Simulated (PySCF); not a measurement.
C8H5FSSe, SMILES Fc1ccsc1-c1ccc[se]1, singlet at its GFN2-xTB optimised geometry (Å):

```
16

F      2.4818     0.5793     0.0000
C      1.7988    -0.5842     0.0001
C      2.4083    -1.8510     0.0001
C      1.4787    -2.8417     0.0001
S     -0.1333    -2.2366     0.0001
C      0.4256    -0.5920     0.0001
C     -0.4400     0.5420     0.0000
C     -1.8119     0.5420     0.0000
C     -2.4037     1.8198    -0.0001
C     -1.5224     2.8554    -0.0001
Se     0.2408     2.2965     0.0000
H      3.4715    -2.0010     0.0001
H      1.6385    -3.9005     0.0002
H     -2.3815    -0.3726     0.0000
H     -3.4715     1.9604     0.0000
H     -1.7717     3.9005    -0.0001
```

Level of theory: CAM-B3LYP/def2-TZVP (PySCF). Cells within 0.4 Å of a nucleus heavier than hydrogen are left out (blank, or x).

Map of the Laplacian of the electron density (e/bohr⁵), clipped to [-1.50, 1.50] on the plane z = 0.0 Å:

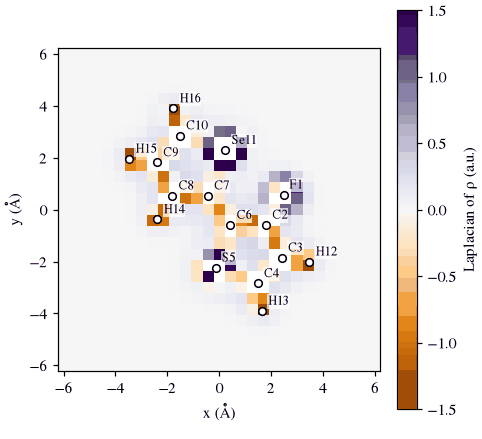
Fig. 1. Laplacian of the electron density (e/bohr⁵), clipped to [-1.50, 1.50] on the plane z = 0.0 Å.
